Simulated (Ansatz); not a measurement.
Pressure series in Sc

The reference is Sc in the hcp (Mg type) structure (space group P6_3/mmc, No. 194; a = 3.319 Å, c = 5.166 Å).

Cell and atoms are relaxed at each pressure.

Computed with PBE (Ansatz, a first-principles code, PAW, scalar-relativistic without spin-orbit coupling).

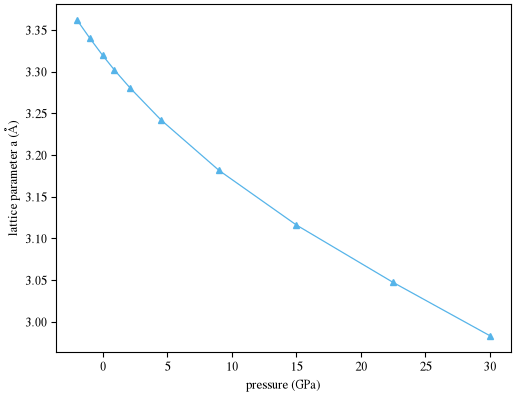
Lattice parameter a against pressure

Task: From the plot, what is the lattice parameter a for pressure −2 GPa?

Result: About 3.36 Å.

Task: Is the trend monotonic over the range shown?

Result: Yes, it falls throughout, spanning 2.983 Å to 3.362 Å.

Load acts through the strain it causes; cell and atoms are relaxed under it. Stability against distortions was not tested. Competing high-pressure phases were not computed. All final runs are without spin polarisation.
